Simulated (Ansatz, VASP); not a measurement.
# Cross-check of Nb between VASP and Ansatz

One calculation is typed for both programs; each brings its own data sets and cutoff. How far apart do they land? The cell comes out of the VASP series on this material, whose earlier steps may have relaxed, scaled or displaced it; both programs get it as it stands.

Program: Ansatz 0.2.0. Level of theory: plane waves, with VASP 6.6.1 beside it; band structure at PBE. Results are calculated unless marked as measured.

### 1. The starting structure

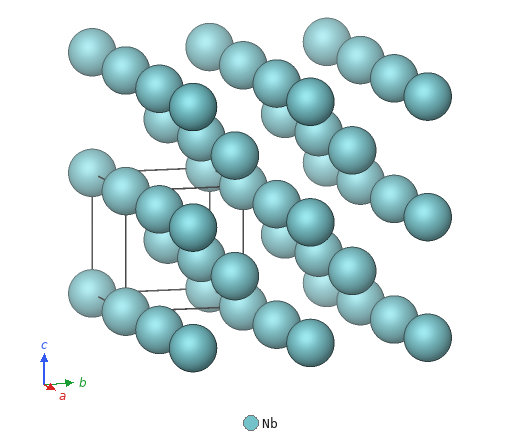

The starting structure, seen slightly off an axis (niobium teal). 3×2×2 cells are drawn. This picture shows the conventional cell, with its axes. Some periodic images of atoms are drawn too.

### 2. Ansatz: band structure, PBE

Ansatz runs on its default PAW (the set named soft_2) files.

The same path points are solved in both programs, so levels can be compared one by one.

The input, input.yaml:

```yaml
crystal:
  lattice:
    - [-1.6545545069, 1.6545545069, 1.6545545069]
    - [1.6545545069, -1.6545545069, 1.6545545069]
    - [1.6545545069, 1.6545545069, -1.6545545069]
  atoms:
    - { symbol: Nb, position: [0.0, 0.0, 0.0] }
hamiltonian:
  xc: pbe
  pseudopotentials: { kind: paw }
kpoints:
  mp_grid: { grid: [11, 11, 11] }
  band_path:
    path:
      - [0.0, 0.0, 0.0]
      - [0.1, -0.1, 0.1]
      - [0.2, -0.2, 0.2]
      - [0.3, -0.3, 0.3]
      - [0.43333, -0.43333, 0.43333]
      - [0.5, -0.5, 0.5]
      - [0.4, -0.4, 0.5]
      - [0.3, -0.3, 0.5]
      - [0.16667, -0.16667, 0.5]
      - [0.06667, -0.06667, 0.5]
      - [0.0, 0.0, 0.5]
      - [0.0, 0.0, 0.36667]
      - [0.0, 0.0, 0.26667]
      - [0.0, 0.0, 0.16667]
      - [0.0, 0.0, 0.06667]
      - [0.01667, 0.01667, 0.01667]
      - [0.06667, 0.06667, 0.06667]
      - [0.11667, 0.11667, 0.11667]
      - [0.16667, 0.16667, 0.16667]
      - [0.23333, 0.23333, 0.23333]
      - [0.26667, 0.2, 0.26667]
      - [0.31667, 0.05, 0.31667]
      - [0.38333, -0.15, 0.38333]
      - [0.43333, -0.3, 0.43333]
      - [0.48333, -0.45, 0.48333]
      - [0.23333, 0.23333, 0.26667]
      - [0.16667, 0.16667, 0.33333]
      - [0.11667, 0.11667, 0.38333]
      - [0.06667, 0.06667, 0.43333]
      - [0.0, 0.0, 0.5]
    npoints: 1
scf:
  occupations: { method: methfessel_paxton, width: 0.2 }
  n_extra_bands: 6
output:
  forces: true
  stress: true
  eigenvalues: true
```

Launch:

```bash
> ansatz run input.yaml --threads 2 --pin off --max-ram 4608MiB --backend cpu --events-out ev --progress --plain --runs-dir out
```

Numbers of over 12 decimals in the logs are rounded to 6 here.

The program printed:

```text
scf.n_extra_bands = 6 over 7 filled bands (N_el = 13.0): the run solves 13 bands
Engine: ansatz 0.2.0, x86_64-unknown-linux-gnu
Pseudopotentials: kind: paw
Pseudopotential: Nb, paw, valence charge 13, recommended cutoff 420 eV (normal), Nb.paw.azcp
Functional definition: PBE
  parameter kappa = 0.804
  parameter beta = 0.066725
  exchange = pbe_x(kappa = kappa, mu = beta*pi^2/3)
  correlation = pbe_c(beta = beta)
Crystal: 1 atoms, lattice volume = 18.118 Å³
Basis set: ecut = 420 eV, 369 PW (Γ), exchange–correlation on 40×40×40 points (8 copies of the dense FFT grid, shifted against one another)
Bands: 13, of which v1, the nominal top of the filled ones, is band 7 counted from 1 (6 counted from 0)
Symmetry: 48 space group operations
Space group: Im-3m (ITA 229), of the structure as read, at distance tolerance 2.6e-5 Å
k-points: 56 of 1331
Non-local potential: Nb, projectors of the file, l = 0: 3, l = 1: 2, l = 2: 2, l = 3: 1
PAW form: soft (Blöchl's): semilocal exchange-correlation on the pseudo side does not see the compensation charge
PAW one-centre angular grid: Nb, 590 points (default); XC on 64 Gauss nodes
Initial density: superposition of atomic densities (neutral atoms: chi_scale 0, normalization atom), corrected by the library's trained network
Initial wavefunctions: pseudopotential atomic-orbital guess
Functional: x = pbe(κ = 0.804, μ = 0.219515), c = pbe(β = 0.066725)
SCF iter   1: F=—  HF=-4552.275428 eV  |F-HF|=—  |Δ(HF+E_count)|=         —  Δρ=3.82e-3  dr2=2.38e-3  ethr=1.77e-3  ⟨swp⟩=5.0  Hψ=3917  notcnv=0
preconditioner: auto → none  [metal: Δε(μ)=0.060 eV  Ē_g=10.551 eV  σ=0.200 eV  W_gap=0.25  n_scr=0 (ndim 8)  ℏωp=19.5 eV  f_vac=0.000  D(μ)=1.89/eV (n_scr^D=18)]
SCF iter   2: F=—  HF=-4552.274883 eV  |F-HF|=—  |Δ(HF+E_count)|=   5.45e-4  S|Δr|=    0.00e0  Δρ=1.48e-3  dr2=2.01e-4  ethr=1.83e-5  ⟨swp⟩=2.3  Hψ=1402  notcnv=0
SCF iter   3: F=—  HF=-4552.274889 eV  |F-HF|=—  |Δ(HF+E_count)|=   5.74e-6  S|Δr|=    0.00e0  Δρ=4.51e-4  dr2=1.95e-5  ethr=1.55e-6  ⟨swp⟩=1.0  Hψ=643  notcnv=0
SCF iter   4: F=—  HF=-4552.274892 eV  |F-HF|=—  |Δ(HF+E_count)|=   2.87e-6  S|Δr|=    0.00e0  Δρ=3.58e-5  dr2=5.05e-8  ethr=7.69e-10  ⟨swp⟩=6.9  Hψ=3546  notcnv=0
SCF iter   5: F=-4552.274892 eV  HF=-4552.274892 eV  |F-HF|=5.95e-10  |Δ(HF+E_count)|=   4.16e-8  S|Δr|=    0.00e0  Δρ=4.03e-6  dr2=1.12e-9  ethr=3.88e-10  ⟨swp⟩=2.2  Hψ=2219  notcnv=0
SCF 1 converged in 5 iterations: F = -4552.274892 eV  dr2 = 1.12e-9
  greatest PAW one-centre occupation: 0.998 electrons in one spin orbital (limit 2), on the Nb atom at site 0 (counted from 0), in its partial waves of l = 0
NSCF: frozen V_eff on 30 k-points
SCF converged after 5 iterations
Stability not checked: this state was not tested for a lower state beside it, because cold or Methfessel-Paxton smearing, or corrected tetrahedra, fill the levels in a way that the test cannot read (fill_not_monotonic; see scf.lower_state_search)
Free energy (F): -4552.274892 eV
Harris-Foulkes:  -4552.274892 eV  (|F-HF|=5.95e-10)
Internal energy: -4552.273234 eV  (E = F + TS)
E sigma→0 (E₀):  -4552.274478 eV
Entropy (-TS):   -0.001657 eV (-1.657 meV/atom)
Fermi energy:    17.613160 eV
--- Per-component energies (eV) ---
  E_band       = -69.042726
  E_kinetic    = 395.020971
  E_local      = -696.661475  (includes V_loc(G=0)·N_el)
  E_nonlocal   = 119.829241
  E_hartree    = 216.796840
  E_xc         = -175.700988
  E_vxc        = -213.163903  (∫ρ·V_xc dr)
  E_paw        = -3073.399967  (= ΣΔE_a)
  E_vpaw       = -107.661877  (= ΣTr[D̂ρ^β])
  E_aug_tail   = 0.000006  (compensation charges beyond the density's cutoff)
  E_ewald      = -1338.157861
  E_smearing   = -0.001657  (= −TS)
  E_closure    = 0.000000  (closes the sum)
  Σ components = -4552.274892   (vs F -4552.274892, Δ=0.00e0)
--- Forces (eV/Å), atoms counted from 1 ---
  atom   1  Nb    -0.00000000    -0.00000000     0.00000000
  max |Σ_I F_I| component: 7.19e-32 eV/Å
--- Stress (GPa, compression-positive) ---
        0.873587      -0.000000       0.000000
        0.000000       0.873587       0.000000
       -0.000000      -0.000000       0.873587
  P = ⅓ Tr σ = 0.8736 GPa (8.736 kbar)
--- Band table (eV; the first three rows and the last of 56) ---
  k-point 0: bands = [... 3 lower, -12.0236, 11.7569, 18.0158, 18.0158, 18.0158, 20.9058, 20.9058, 31.7755, ... 2 higher]
  k-point 1: bands = [... 3 lower, -12.0245, 12.0907, 17.8127, 17.9593, 18.3387, 20.6183, 20.9086, 32.0356, ... 2 higher]
  k-point 2: bands = [... 3 lower, -12.0270, 12.9609, 17.3173, 17.7026, 19.2742, 20.3078, 20.9550, 32.3585, ... 2 higher]
  k-point 55: bands = [... 3 lower, -12.9174, 14.0542, 14.1080, 22.6106, 22.6106, 23.0542, 26.2354, 27.4598, ... 2 higher]
```

The job ended after 0.46 s (2 threads of AMD EPYC 9R14 (Zen 4), shared host; peak memory 0.32 GiB).

In the SCF lines HF is the Harris–Foulkes energy and dr2 the Hartree energy of the density residual, in eV; the loop may stop once dr2 is under the threshold and the program's other checks hold. Hψ counts applications of the Hamiltonian.

### 3. VASP: band structure, PBE

The same cell, functional, mesh and smearing now go to VASP, with its own data sets and cutoff.

Lines of VASP's logs that name or quote its potential files are left out, and so is its time.

The input, INCAR:

```
SYSTEM = Nb
PREC = Accurate
ENCUT = 400
EDIFF = 1E-06
NELM = 100
ISMEAR = 1
SIGMA = 0.2
LREAL = .FALSE.
ALGO = Normal
GGA = PE
NBANDS = 17
LORBIT = 11
LWAVE = .FALSE.
LCHARG = .FALSE.
KPAR = 2
```

The input, POSCAR:

```
Nb
1.0
   -1.6545545069      1.6545545069      1.6545545069
    1.6545545069     -1.6545545069      1.6545545069
    1.6545545069      1.6545545069     -1.6545545069
Nb
1
Direct
    0.0000000000      0.0000000000      0.0000000000
```

The input, KPOINTS:

```
Automatic mesh
0
Gamma
11 11 11
0 0 0
```

The input, KPOINTS_OPT:

```
Line mode
16
Line-mode
Reciprocal
  0.00000000   0.00000000   0.00000000 GAMMA
  0.50000000  -0.50000000   0.50000000 H

  0.50000000  -0.50000000   0.50000000 H
  0.00000000   0.00000000   0.50000000 N

  0.00000000   0.00000000   0.50000000 N
  0.00000000   0.00000000   0.00000000 GAMMA

  0.00000000   0.00000000   0.00000000 GAMMA
  0.25000000   0.25000000   0.25000000 P

  0.25000000   0.25000000   0.25000000 P
  0.50000000  -0.50000000   0.50000000 H

  0.25000000   0.25000000   0.25000000 P
  0.00000000   0.00000000   0.50000000 N
```

Potentials, in the order of the species: Nb_sv (PBE family, release 64).

Launch:

```bash
> mpirun -np 2 vasp_std
```

The program printed:

```text
[banner, memory and clock lines left out]
running    2 mpi-ranks, on    1 nodes
 distrk:  each k-point on    1 cores,    2 groups
 distr:  one band on    1 cores,    1 groups

 POSCAR found type information on POSCAR Nb
 POSCAR found :  1 types and       1 ions
 LDA part: xc-table for (Slater+PW92), standard interpolation
 POSCAR, INCAR and KPOINTS ok, starting setup
 FFT: planning ... GRIDC
 FFT: planning ... GRID_SOFT
 FFT: planning ... GRID
 WAVECAR not read
 entering main loop
       N       E                     dE             d eps       ncg     rms          rms(c)
DAV:   1     0.992863673726E+02    0.99286E+02   -0.58448E+03  1936   0.629E+02
DAV:   2    -0.772050914129E+01   -0.10701E+03   -0.10129E+03  2176   0.251E+02
DAV:   3    -0.105421976300E+02   -0.28217E+01   -0.27717E+01  2690   0.389E+01
DAV:   4    -0.106385201136E+02   -0.96322E-01   -0.96151E-01  2468   0.611E+00
DAV:   5    -0.106420059303E+02   -0.34858E-02   -0.34857E-02  2797   0.950E-01    0.734E+00
DAV:   6    -0.102463692822E+02    0.39564E+00   -0.32296E-01  2624   0.661E+00    0.256E+00
DAV:   7    -0.101999261430E+02    0.46443E-01   -0.11350E-01  3102   0.365E+00    0.942E-01
DAV:   8    -0.102047758999E+02   -0.48498E-02   -0.12138E-02  2037   0.102E+00    0.895E-02
DAV:   9    -0.102047629632E+02    0.12937E-04   -0.74754E-04  2969   0.247E-01    0.303E-02
DAV:  10    -0.102047686508E+02   -0.56876E-05   -0.18387E-05  2138   0.383E-02    0.932E-03
DAV:  11    -0.102047612218E+02    0.74290E-05   -0.25286E-06  2805   0.170E-02    0.279E-03
DAV:  12    -0.102047609255E+02    0.29625E-06   -0.10018E-07  1209   0.328E-03
   1 F= -.10204761E+02 E0= -.10204256E+02  d E =-.151384E-02
 Start KPOINTS_OPT (optional k-point list driver)
k-point batch [1-56\96]
       N       E                     dE             ncg
DAV:   1    -0.270308047396E+04   -0.21473E+05     1928
DAV:   2    -0.882307184041E+04   -0.61200E+04     2181
DAV:   3    -0.897384973806E+04   -0.15078E+03     2740
DAV:   4    -0.897811234724E+04   -0.42626E+01     2353
DAV:   5    -0.897822136737E+04   -0.10902E+00     2693
DAV:   6    -0.897822352598E+04   -0.21586E-02     2504
DAV:   7    -0.897822356451E+04   -0.38528E-04     2389
DAV:   8    -0.897822356642E+04   -0.19091E-05     1811
DAV:   9    -0.897822356658E+04   -0.16391E-06     1424
k-point batch [57-96\96]
       N       E                     dE             ncg
DAV:   1    -0.687208439234E+03   -0.23328E+05     1392
DAV:   2    -0.484669171270E+04   -0.41595E+04     1597
DAV:   3    -0.493737207161E+04   -0.90680E+02     1902
DAV:   4    -0.493949383103E+04   -0.21218E+01     1704
DAV:   5    -0.493954627820E+04   -0.52447E-01     1950
DAV:   6    -0.493954801773E+04   -0.17395E-02     1729
DAV:   7    -0.493954808361E+04   -0.65879E-04     1704
DAV:   8    -0.493954808447E+04   -0.86177E-06     1334
```

Parts of OUTCAR (step 3):

```text
ion  position               nearest neighbor table
   1  0.000  0.000  0.000-

  LATTYP: Found a body centered cubic cell.
 ALAT       =     3.3091090138

 Subroutine GETGRP returns: Found 48 space group operations
 (whereof 48 operations were pure point group operations)

The static configuration has the point symmetry O_h .

 Found     56 irreducible k-points:

   k-points           NKPTS =     56   k-points in BZ     NKDIM =     56   number of bands    NBANDS=     17

   dimension x,y,z NGX =    20 NGY =   20 NGZ =   20
   dimension x,y,z NGXF=    40 NGYF=   40 NGZF=   40

   ENCUT  =  400.0 eV  29.40 Ry    5.42 a.u.   4.67  4.67  4.67*2*pi/ulx,y,z

   NELECT =      13.0000    total number of electrons

 k-points in reciprocal lattice and weights: Automatic mesh
   0.00000000  0.00000000  0.00000000       0.001
   0.09090909  0.00000000  0.00000000       0.009
   0.18181818  0.00000000  0.00000000       0.009
   0.27272727  0.00000000  0.00000000       0.009
   0.36363636  0.00000000  0.00000000       0.009
   0.45454545  0.00000000  0.00000000       0.009
   0.09090909  0.09090909  0.00000000       0.018
   0.18181818  0.09090909  0.00000000       0.036
   0.27272727  0.09090909  0.00000000       0.036
[...]
-0.45454545 -0.45454545  0.36363636       0.006
  -0.45454545  0.45454545  0.45454545       0.005

 average (electrostatic) potential at core
       1 -76.8798

 E-fermi :  11.0570

 k-point     1 :       0.0000    0.0000    0.0000
  band No.  band energies     occupation
      1     -43.2825      2.00000
      2     -18.5962      2.00000
      3     -18.5962      2.00000
      4     -18.5962      2.00000
      5       5.1827      2.00000
      6      11.4646     -0.01412
      7      11.4646     -0.01412
      8      11.4646     -0.01412
      9      14.3523     -0.00000
     10      14.3523     -0.00000
    ...

 k-point     2 :       0.0909    0.0000    0.0000
  band No.  band energies     occupation
      1     -43.2639      2.00000
      2     -18.7100      2.00000
      3     -18.6308      2.00000
      4     -18.5972      2.00000
      5       5.5163      2.00000
      6      11.2613     -0.05444
      7      11.4073     -0.03273
      8      11.7869     -0.00000
      9      14.0648     -0.00000
     10      14.3542     -0.00000
    ...

 k-point     3 :       0.1818    0.0000    0.0000
  band No.  band energies     occupation
    ...
      2     -19.0071      2.00000
      3     -18.7226      2.00000
      4     -18.6001      2.00000
      5       6.3875      2.00000
      6      10.7654      2.05895
      7      11.1488      0.30628
      8      12.7212     -0.00000
      9      13.7536     -0.00000
     10      14.3997     -0.00000
     11      25.8805      0.00000
    ...

  Total       -0.0062262     -0.0062262     -0.0062262      0.0000000      0.0000000     -0.0000000
  in kB       -0.5505886     -0.5505886     -0.5505886      0.0000000      0.0000000     -0.0000000
  external PRESSURE =      -0.5505886 kB  Pullay stress =       0.0000000 kB

  energy-cutoff  :      400.00
  volume of cell :       18.12
      direct lattice vectors                 reciprocal lattice vectors
    -1.654554507  1.654554507  1.654554507     0.000000000  0.302196149  0.302196149
     1.654554507 -1.654554507  1.654554507     0.302196149  0.000000000  0.302196149
     1.654554507  1.654554507 -1.654554507     0.302196149  0.302196149  0.000000000

 POSITION                                       TOTAL-FORCE (eV/Angst)
 -----------------------------------------------------------------------------------
      0.00000      0.00000      0.00000        -0.000000     -0.000000     -0.000000
 -----------------------------------------------------------------------------------
    total drift:                                0.000000     -0.000000      0.000000

  FREE ENERGIE OF THE ION-ELECTRON SYSTEM (eV)
  ---------------------------------------------------
  free  energy   TOTEN  =       -10.2047609255 eV

  energy  without entropy=      -10.2032470849  energy(sigma->0) =      -10.20425631

 total charge
# of ion       s       p       d       tot
------------------------------------------
    1        2.220   6.000   2.503  10.723

[... 3 further parts left out ...]
```

The run ends at a pressure of -0.06 GPa.

### 4. Side by side

Known differences besides the PAW data sets themselves: the cutoff is 420 eV in Ansatz and 400 eV in VASP; VASP leaves aspherical gradient terms in its spheres out (LASPH is not set), Ansatz keeps them. Total energies have different zeros and are not compared.

Compared:

```tsv
quantity	Ansatz	VASP	difference
pressure (GPa)	0.87	-0.06	+0.93
```

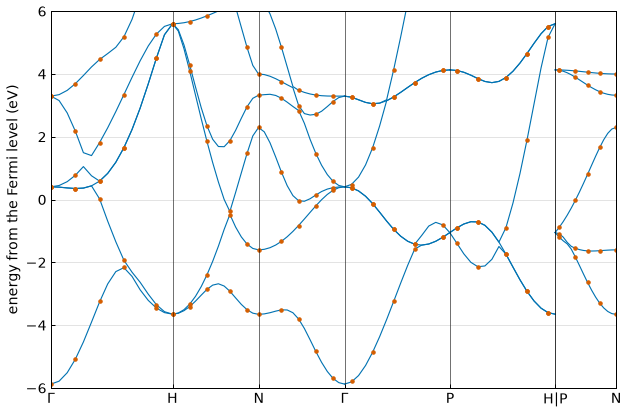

Bands from VASP (lines) and levels from Ansatz (dots). Dots without a line are higher empty bands that the VASP plot leaves out.

Levels from 3 eV below to 2 eV above the Fermi level differ by 4 meV r.m.s. and 10 meV at most; each VASP level is matched to the nearest of Ansatz, which flatters the figure a little.

### 5. What came out

| Quantity | Value |
| --- | --- |
| r.m.s. difference of levels near the Fermi level (band structure, PBE) | 3.6 meV |
| difference in pressure (band structure, PBE) | 0.93 GPa |

**Reading.** The difference in pressure is 0.93 GPa (band structure, PBE), within the 1 GPa picked in this series as the mark of a large difference. 1 further run on this material is not shown. How closely two codes agree says nothing of how well the functional describes the real material.

[Lines on the potential files, build, host, timing and source positions are cut from VASP's logs without a mark.]

[Logs are printed without paths, hosts, clocks, repeated set-up lines and the standing remarks that a program may print on its own settings, such as how far it seeks lower states.]

[Hosts, paths, dates, database ids (printed as entryN), source tags and the programs' standing remarks are cut or masked in the printed files.]
